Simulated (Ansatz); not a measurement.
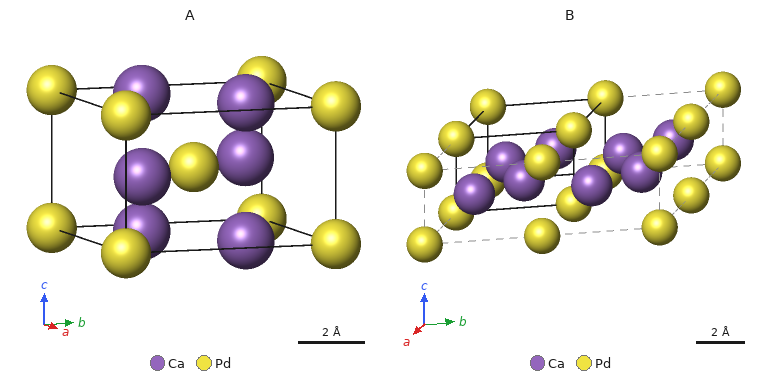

Two structures of Ca2Pd, each relaxed to rest (conventional cells in solid outline, small ones repeated, not to one scale). Method: DFT PBE, scalar-relativistic, plane waves, PAW in Ansatz 0.2.0, without spin polarisation.

Give the type and space group of each.

A: 6 atoms a cell on a primitive orthorhombic lattice, Pnnm. B: AlB₂ type, P6/mmm.

Which is the more stable form at this level of theory?

A is lower, by 439 meV/atom at this level of theory (energies at zero smearing). Volumes: A 32.4, B 24.8 Å³/atom.

One or both may be structure types tried for this composition rather than known phases.
